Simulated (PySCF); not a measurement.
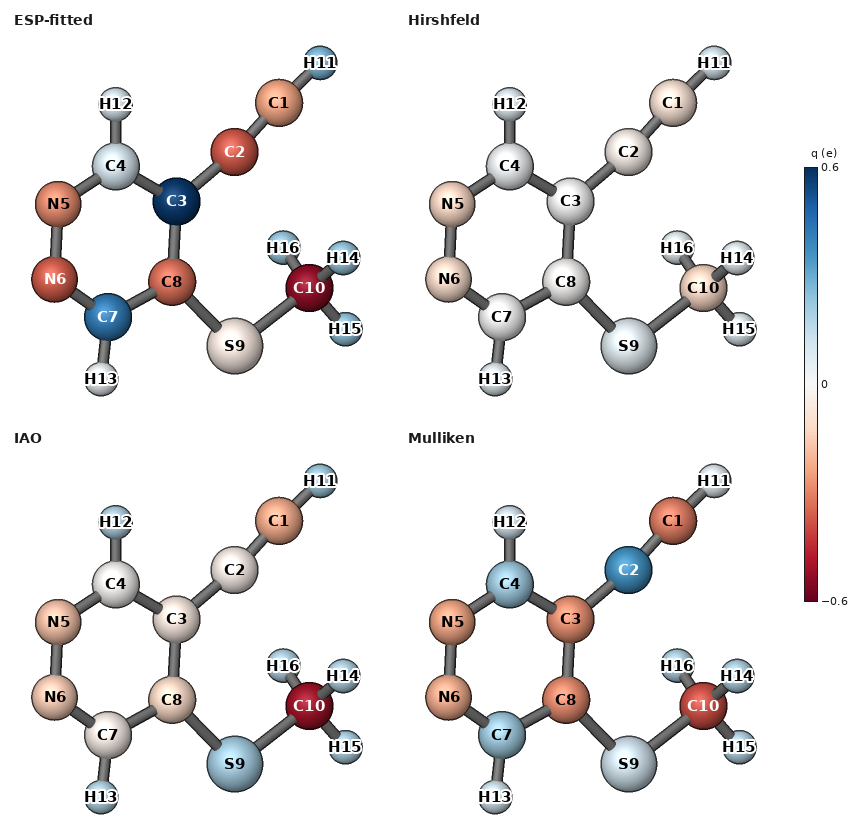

Atomic charges of one calculation by 4 schemes, on one colour scale. The computed structure is the end point of a GFN2-xTB optimisation. No frequency run is at hand to confirm it as a minimum. Computed with PBE0/pcSseg-1 (PySCF 2.14.0).

Which scheme gives the most polar picture (largest mean size of the charges)?

Answer. The ESP-fitted charges are the largest in size here, and the Hirshfeld charges the smallest.

On which atom do the schemes disagree most?

Answer. On C3 (from −0.27 to 0.58 e).

List the charges (e), one line for each set of equivalent atoms. Atoms whose distances differ by more than 0.02 Å in this geometry are listed apart.

```csv
atom,ESP-fitted,Hirshfeld,IAO,Mulliken
C1,−0.23,−0.08,−0.22,−0.30
C2,−0.37,−0.03,−0.04,0.36
C3,0.58,0.00,−0.05,−0.27
C4,0.09,0.02,−0.01,0.21
N5,−0.28,−0.12,−0.16,−0.23
N6,−0.36,−0.10,−0.14,−0.22
C7,0.42,0.00,−0.04,0.21
C8,−0.33,−0.01,−0.11,−0.28
S9,−0.05,0.06,0.20,0.11
C10,−0.53,−0.11,−0.50,−0.39
H11,0.27,0.10,0.21,0.06
H12,0.09,0.06,0.18,0.11
H13,0.03,0.06,0.17,0.11
H14,0.22,0.04,0.17,0.18
H15,0.23,0.06,0.18,0.17
H16,0.22,0.05,0.17,0.18
```
